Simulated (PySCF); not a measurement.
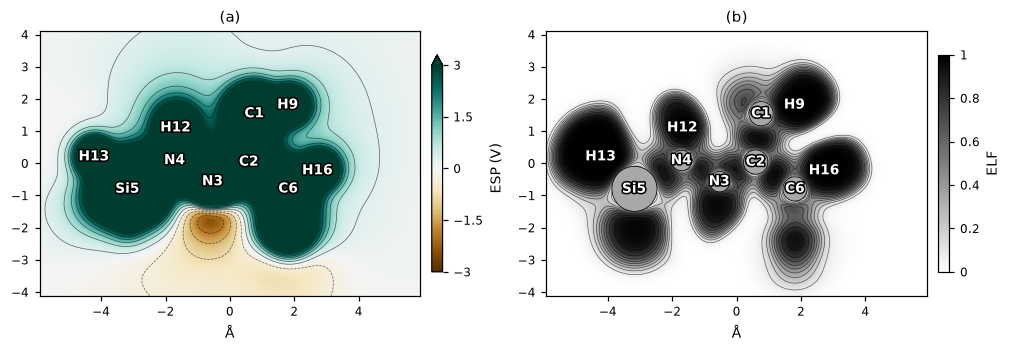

Figure. C5H12N2Si (SMILES C/C(=N\N[SiH3])C1CC1). (a) electrostatic potential; (b) ELF on the plane of atoms N3, C2 and C6. Grey discs cover the atomic cores in the ELF map.

Geometry: GFN2-xTB.

The calculation used PBE0/pcSseg-1, SCF density, gas phase, non-relativistic (PySCF).

Input

```
{"job": {"kind": "nmr", "xc": "PBE0", "basis": "pcSseg-1"}, "charge": 0, "multiplicity": 1}
C      0.078222    -2.180672     0.050720
C     -0.289418    -0.715021     0.004937
N      0.543194     0.242920    -0.085555
N      1.873959     0.038118    -0.176571
Si     2.951772     1.384740    -0.039432
C     -1.724115    -0.358974     0.064031
C     -2.149007     0.913077     0.753196
C     -2.231627     0.818040    -0.730790
H     -0.803093    -2.794860     0.207573
H      0.781328    -2.373388     0.863378
H      0.548388    -2.484247    -0.886344
H      2.194404    -0.925507    -0.138711
H      4.249661     0.796262    -0.375668
H      2.514420     2.406665    -0.986250
H      2.968634     1.936284     1.321001
H     -2.388826    -1.208823     0.153837
H     -1.360348     1.518898     1.169594
H     -3.062095     0.898885     1.329367
H     -1.497805     1.360264    -1.305210
H     -3.202796     0.738018    -1.196137
```

Command:

```sh
OMP_NUM_THREADS=1 python probes_run.py task.json out
```

What does the map show?

The plane passes through C, N, Si and H nuclei. C–N (1.27 Å): the ELF peaks at about 0.90 between the atoms (localised, covalent bonding). N–N (1.35 Å): the ELF peaks at about 0.90 between the atoms, as expected for localised, covalent bonding. C–C (1.48 Å): the ELF peaks at about 0.95 between the atoms; a shared electron pair. Si–N (1.73 Å): the ELF peaks at about 0.95 between the atoms: a polar covalent bond. N–H (1.02 Å): the ELF climbs to about 1 towards the hydrogen, as it does in any bond to H (a covalent bond by its length). The ELF also peaks beside N3, away from the bonds: lone-pair regions. Outside the dense part of the molecule the potential is most negative (−2.4 V) near N3.
